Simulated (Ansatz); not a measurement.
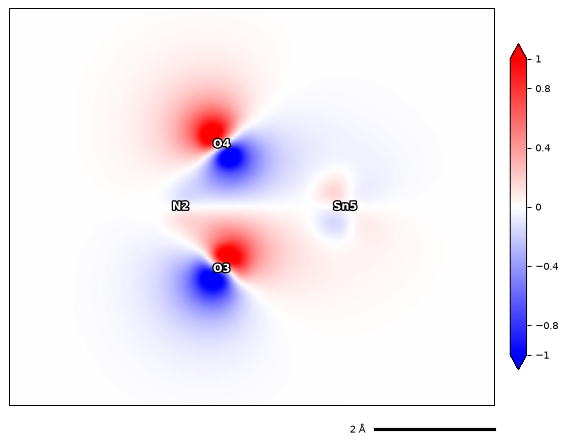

Figure. FNO₂Sn (SMILES [F][Sn]1=[O+][N-][O]1). The HOMO−1 on the plane of atoms O3, N2 and O4 (values in Å⁻³ᐟ²; the overall sign is arbitrary).

Geometry: B3LYP-D3(BJ)/def2-SVP; core potentials replace the inner electrons of Sn.

Method: Ansatz 0.2.0, isolated molecule in a Gaussian basis; Kohn-Sham density functional theory, functional PBE0.

```xyz
5

F    -1.9061    1.3089    0.2572
N     1.3474    0.1224   -0.1727
O     0.7560   -0.1621    0.8941
O     0.5912    0.1339   -1.1710
Sn   -1.3405   -0.5381   -0.0528
```

Question: Describe this orbital and give its energy.

Answer: Its weight (Hirshfeld) is mainly on O4 (about 45 %), O3 (about 45 %) and N2 (about 5 %). Its energy is −9.53 eV.
